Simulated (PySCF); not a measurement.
C4H12InO2S2···C2H6OS (charge +1)

Input

```
{"job": {"kind": "inter", "xc": "PBE0", "basis": "def2-SVP", "disp": "d3bj", "pairs": true}, "charge": 1, "multiplicity": 1, "parts": [{"atoms": "0-0", "charge": 1, "multiplicity": 1}, {"atoms": "1-10", "charge": 0, "multiplicity": 1}, {"atoms": "11-20", "charge": 0, "multiplicity": 1}, {"atoms": "21-30", "charge": 0, "multiplicity": 1}]}
In    -2.323040     1.597462    -0.368105
C     -0.012414     3.171813     2.713315
S      0.889098     2.605902     1.228215
C      0.897505     0.838209     1.679205
O     -0.125459     2.706300     0.130679
H     -0.972345     2.666822     2.735868
H      0.577436     2.940984     3.592461
H     -0.156212     4.244729     2.636754
H     -0.123503     0.528345     1.881618
H      1.531296     0.701275     2.548086
H      1.301544     0.281234     0.838824
C     -1.780618     5.261753    -1.079064
S     -2.718056     5.188138     0.483943
C     -4.169301     6.134696    -0.112027
O     -3.218158     3.778468     0.567937
H     -2.417242     4.959258    -1.904719
H     -1.420297     6.274639    -1.219486
H     -0.943347     4.575190    -0.983597
H     -4.614430     5.620479    -0.957847
H     -3.845180     7.130566    -0.391945
H     -4.890529     6.201059     0.696609
C     -4.986442     1.540164     2.278578
S     -3.526229     0.848631     3.127271
C     -4.116474    -0.881973     3.178756
O     -2.450931     0.840528     2.084059
H     -5.297157     0.880282     1.474340
H     -5.781617     1.665135     3.005298
H     -4.689309     2.503204     1.872697
H     -4.275304    -1.239690     2.166245
H     -5.035318    -0.919018     3.752708
H     -3.358047    -1.487008     3.665919
```

Launched as:

```sh
OMP_NUM_THREADS=1 python cluster_run.py task.json out
```

Geometry: GFN2-xTB; core potentials replace the inner electrons of In.

Computed with PBE0-D3(BJ)/def2-SVP, SCF density, gas phase, scalar-relativistic core potentials on the heavy atoms (PySCF 2.14.0).

Q: Predict the electron density and electron localisation function between the atoms.

A: C–S (1.82 Å): the density is about 1.3 e/Å³ at the midpoint; the ELF peaks at about 0.95 between the atoms, as expected for a shared electron pair.
C–H (1.09 Å): ρ at the midpoint is about 2 e/Å³; the ELF climbs to about 1 towards the hydrogen, as it does in any bond to H: an ordinary covalent bond to hydrogen.

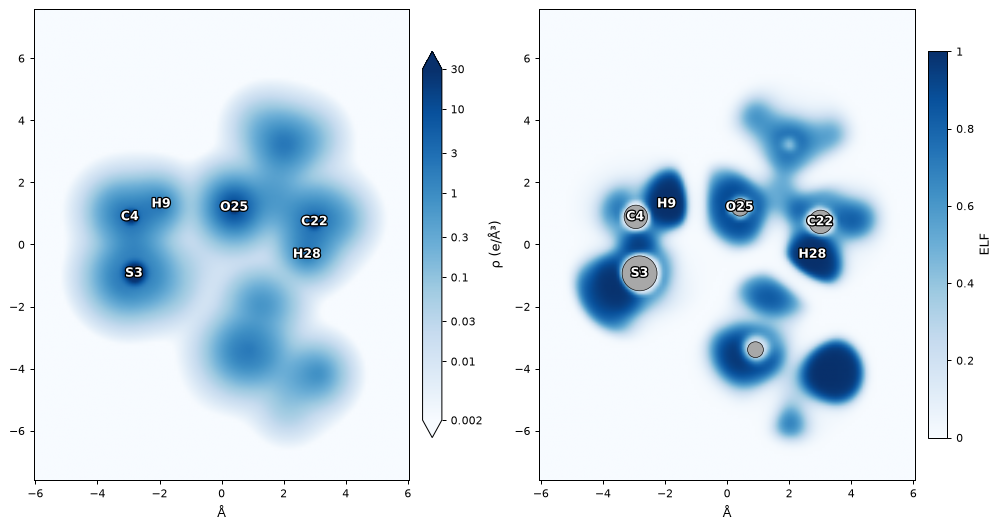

Computed electron density and electron localisation function on the plane of atoms S3, C4 and H9, in this order. Grey discs cover the atomic cores in the ELF map. 
